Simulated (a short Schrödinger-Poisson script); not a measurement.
Stack: MOS inversion layer, Si3N4 on p-type Si(100), at 300 K.

```tsv
layer	material	thickness (nm)	Na (cm⁻³)
1	Si3N4	2.3	-
2	Si	260	2.8e18
```

The device is made up for the run: typed textbook-type constants, with dimensions and the other settings drawn at random. Si3N4: permittivity 7.5, conduction-band edge (eV) 1.95, gap (eV) 5.1, electron mass (mₑ) 0.5. Si: permittivity 11.7, conduction-band edge (eV) 0, gap (eV) 1.124, Nv at 300 K (cm⁻³) 3.1e19.

Channel valleys (confinement mass, in-plane density-of-states mass, number): Δ2 0.916, 0.19, 2; Δ4 0.19, 0.417, 4. At the gate the conduction-band edge of layer 1 lies 2.2 eV − eVg above the Fermi level of the channel; the field vanishes at the back. Gaps are held at their typed values at every temperature. Mesh 0.03 nm at interfaces.

From a short Schrödinger-Poisson script (our own, NumPy): 1D Poisson equation in equilibrium, electrons quantum, Hartree (BenDaniel-Duke, 12 states a valley, the channel's in-plane mass for all, wave functions free to enter the dielectric), parabolic valleys, classical holes, full ionisation, no traps, pinning or gate leakage.

Only gate voltages with over 1e8 electrons/cm² are shown.

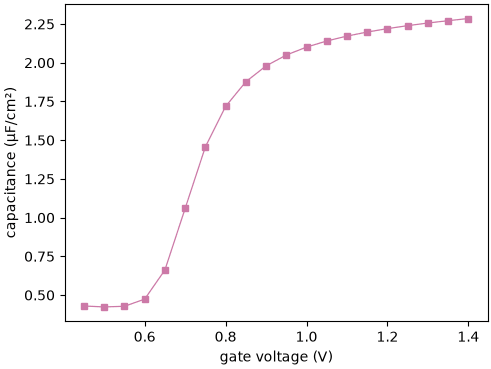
Fig. 1. Quasi-static capacitance against gate voltage

```csv
Vg (V),electrons (cm⁻²),C (μF/cm²),Δ2 E0 (meV),Δ2 E1 (meV),Δ4 E0 (meV),Δ4 E1 (meV)
0.45,1.64e8,0.429,268.1,381.1,341.0,525.4
0.5,7.73e8,0.424,227.8,342.7,301.7,489.7
0.55,3.66e9,0.428,187.4,304.3,262.2,453.7
0.6,1.71e10,0.474,147.4,266.1,223.2,418.0
0.65,7.29e10,0.662,109.5,230.1,186.3,384.2
0.7,2.44e11,1.06,77.8,200.2,155.5,356.1
0.75,5.75e11,1.46,54.7,178.9,133.3,336.3
0.8,1.03e12,1.72,38.4,164.5,118.0,322.9
0.85,1.57e12,1.88,26.2,154.2,106.8,313.5
0.9,2.15e12,1.98,16.6,146.5,98.2,306.4
0.95,2.77e12,2.05,8.5,140.3,91.1,300.8
1,3.40e12,2.10,1.6,135.2,85.1,296.3
1.05,4.06e12,2.14,-4.6,130.9,79.8,292.5
1.1,4.72e12,2.17,-10.2,127.2,75.2,289.3
1.15,5.40e12,2.20,-15.4,124.0,70.9,286.4
1.2,6.08e12,2.22,-20.1,121.1,67.1,283.9
1.25,6.78e12,2.24,-24.6,118.5,63.5,281.7
1.3,7.47e12,2.26,-28.9,116.1,60.1,279.7
1.35,8.18e12,2.27,-32.9,113.9,56.9,278.0
1.4,8.89e12,2.29,-36.8,112.0,54.0,276.3
```

Subbands count from the Fermi level.
